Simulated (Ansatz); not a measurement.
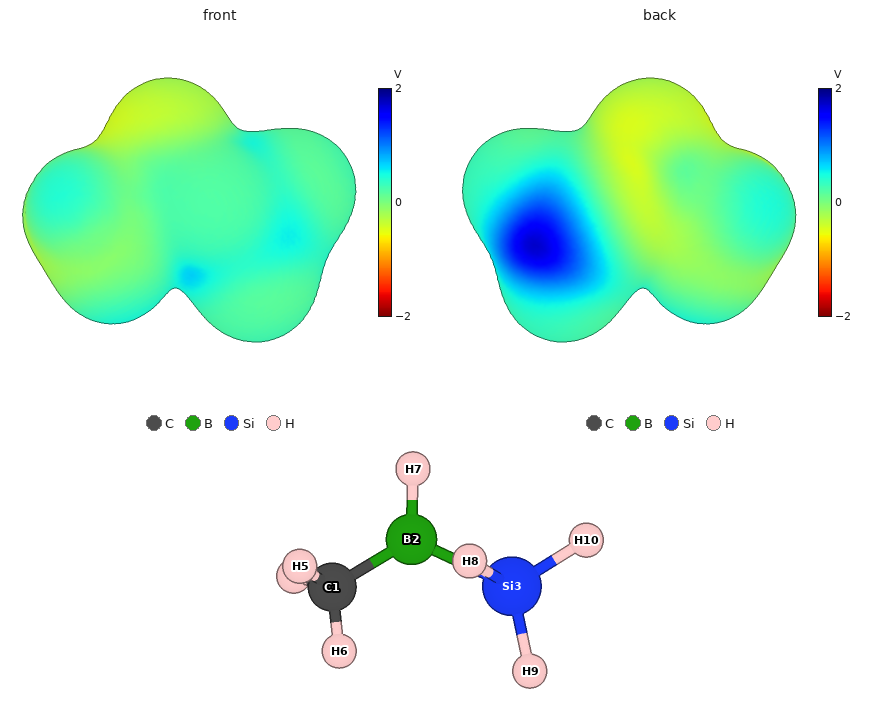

The picture shows: CH7BSi. The molecular electrostatic potential painted on the density surface at 0.002 e/bohr³, seen from the front and from behind; red is negative and blue positive. The bare structure is drawn below in the same view.

The calculation used UKS B3LYP/6-31G* in Ansatz.

```csv
atom,x (Å),y (Å),z (Å)
C,-1.2326,0.8048,-0.5982
B,0.2098,0.1523,-0.6413
Si,1.1433,-0.5336,0.8881
H,-1.9396,0.1193,-1.0857
H,-1.2676,1.7403,-1.1721
H,-1.6202,1.0105,0.4060
H,0.7967,-0.0182,-1.6706
H,1.1557,0.9309,0.1693
H,0.7823,-0.1915,2.2916
H,2.5786,-0.9163,0.8278
```

Q: Where is the surface potential most negative and most positive?

A: The most negative region (about −0.5 V) lies over H7, the most positive (about +1.6 V) over Si3.
